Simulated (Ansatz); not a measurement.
Fields on a plane of CsSnI3 (cubic perovskite)

```
CsSnI3
1.0
    6.22511     0.00000     0.00000
    0.00000     6.22511     0.00000
    0.00000     0.00000     6.22511
Cs Sn I
1 1 3
Cartesian
  0.00000   0.00000   0.00000
  3.11255   3.11255   3.11255
  0.00000   3.11255   3.11255
  3.11255   3.11255   0.00000
  3.11255   0.00000   3.11255
```

The slice is a {100} plane (indices of the conventional cell) through the point (0.000, 0.000, 0.000) (fractional), spanned by u = [100] and v = [010] in vectors of this cell: u (6.23 Å) and v (6.23 Å, at 90° to u). It covers one period; positions are fractions (u, v).

Atoms on it: Cs at (0.00, 0.00); I at (0.50, 0.50).

These are r2SCAN (plane waves to 500 eV, PAW, scalar-relativistic; Ansatz, a first-principles code) values and carry that method's errors. k mesh 6×6×6. Inside the PAW spheres the values are not all-electron values, and peaks at nuclei hang on which shells count as valence. CsSnI3 was relaxed with its symmetry unable to fall. Spin-orbit coupling is left out, though I is heavy. The PAW data are Ansatz's earlier set. This is a high-temperature form of CsSnI3.

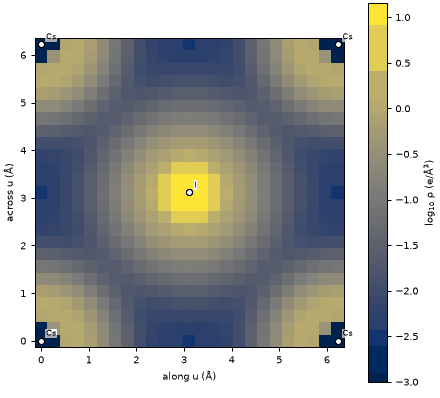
Figure: Log₁₀ of the valence density in e/Å³, one period of the plane, atoms marked. The scale is logarithmic, as a density can span decades between atoms and voids; values under 0.001 e/Å³ are set to 0.001.

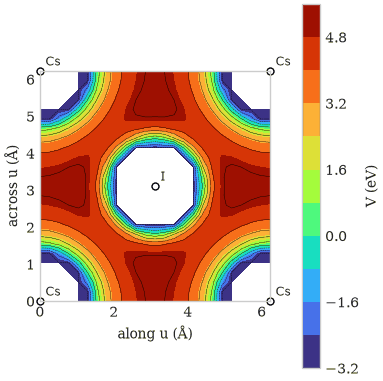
Figure. Electrostatic potential energy of an electron, from the cell's mean, in eV, one period of the plane, atoms marked. Points within 1 Å of a nucleus are left white, as the pseudised field means little there. Values under -3 eV are set to -3. The zero, the cell's mean, hangs on the PAW cores.
